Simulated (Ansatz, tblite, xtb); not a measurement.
# A ladder of methods for COF2 (carbonyl fluoride)

The species is COF2 (4 atoms), meant as a singlet with charge 0. SMILES: `O=C(F)F`. The coordinates come from a PBE0-D4/def2-TZVP relaxation.

```xyz
4

O    -1.2427   -0.1574    0.1539
C    -0.0918   -0.0116    0.0114
F     0.8455   -0.8267    0.4247
F     0.4890    0.9957   -0.5900
```

Each level gives the vertical energy of the triplet above the singlet (eV). The values are calculated.

```csv
level,kind,program,value (eV)
GFN0-xTB,semi-empirical,xtb,5.33
GFN1-xTB,semi-empirical,xtb,7.70
GFN2-xTB,semi-empirical,tblite,6.32
IPEA1-xTB,semi-empirical,tblite,6.26
HF/STO-3G,Hartree–Fock,Ansatz,4.55
SVWN5/STO-3G,LDA,Ansatz,6.48
BLYP/STO-3G,GGA,Ansatz,6.26
PBE/STO-3G,GGA,Ansatz,6.35
revPBE/STO-3G,GGA,Ansatz,6.34
r2SCAN/STO-3G,meta-GGA,Ansatz,6.28
```

The values span 4.55 to 7.70 eV. The xTB rows lack spin polarisation, so open shells miss the exchange term that lowers them. All rows use very small basis sets, so even the best lies far from the true value.

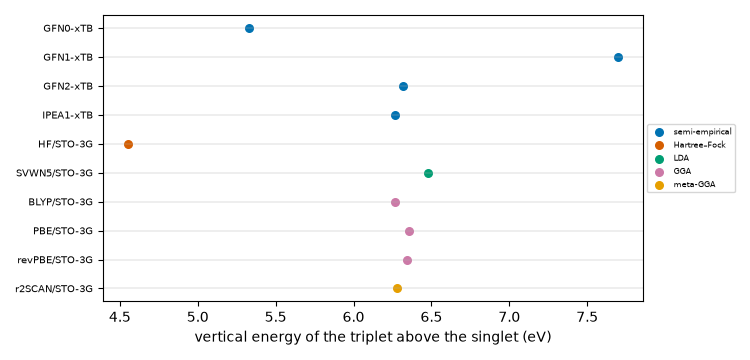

The values of the table, level by level.
